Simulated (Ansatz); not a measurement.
# Fields on a plane of NiSi (MnP type, space group Pnma)

```
NiSi
1.0
    5.11890     0.00000     0.00000
    0.00000     3.34227     0.00000
    0.00000     0.00000     5.56343
Ni Si
4 4
Cartesian
  2.59875   0.83557   3.83175
  0.03930   0.83557   4.51339
  2.52015   2.50670   1.73168
  5.07961   2.50670   1.05003
  3.47482   0.83557   0.46412
  0.91537   0.83557   2.31759
  1.64408   2.50670   5.09931
  4.20353   2.50670   3.24583
```

The slice is a (100) plane (indices of the conventional cell) through the point (0.679, 0.250, 0.083) (fractional), spanned by u = [010] and v = [001] in vectors of this cell: u (3.34 Å) and v (5.56 Å, at 90° to u). It covers one period; positions are fractions (u, v).

Atoms on it: Si at (0.00, 0.00). Other atoms lie within 1 Å of the plane.

Calculation: r2SCAN (plane waves to 500 eV, PAW, scalar-relativistic; Ansatz, a quantum-chemistry and plane-wave program). k mesh 9×14×9. Inside the PAW spheres the values are not all-electron values, and peaks at nuclei hang on which shells count as valence. NiSi is run without spin polarisation. NiSi was relaxed with its symmetry unable to fall.

```
|xxxxxxxxxx5588888844xxxxxxxx|
|xxxxxxxx00668899886600xxxxxx|
|xxxxxxxx44778899887744xxxxxx|
|xxxx0044668899999988664400xx|
|3333557788999999999988775533|
|4455667788888888888888776655|
|3344557777777777777777775544|
|xxxx3355665544444455665533xx|
|xxxx1133442200000022443311xx|
|xxxx112211xxxxxxxxxx112211xx|
|xxxx222200xxxxxxxxxx002222xx|
|3344443300xxxxxxxxxx00334444|
|6666664400xxxxxxxxxx00446666|
|8888776622xxxxxxxxxx22667788|
|9999887755110000001155778899|
|9999998866441100114466889999|
|9999998866442211224466889999|
|777788776644xxxxxx4466778877|
|334455665544xxxxxx4455665544|
|xxxx0033554433223344553300xx|
|xxxxxxxx33555555555533xxxxxx|
|xxxxxxxx00556666665500xxxxxx|
|xxxxxxxxxx4477887744xxxxxxxx|
|xxxxxxxxxx4477887744xxxxxxxx|
```
Scale: ten equal steps from 4.00 (start of '0') to 12.91 (end of '9'), in the order '0123456789'. Values: electrostatic potential energy of an electron, from the cell's mean, in eV. The map has 14 points along u (two characters each, u = 0 at the left) and 24 along v (v = 0 in the bottom row). Points within 1 Å of a nucleus are blanked (x), as the pseudised field means little there. Values under 4 eV are set to 4. The zero, the cell's mean, hangs on the PAW cores.

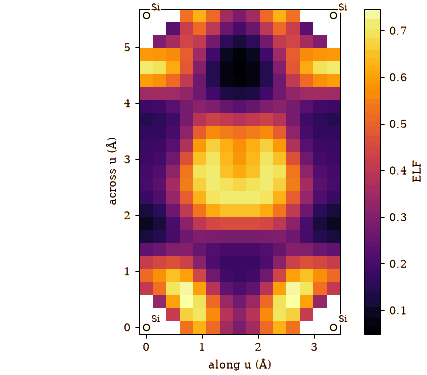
Fig. 1. Electron localisation function (ELF), one period of the plane, atoms marked. Points within 0.5 Å of a nucleus are left white, as the pseudised field means little there.
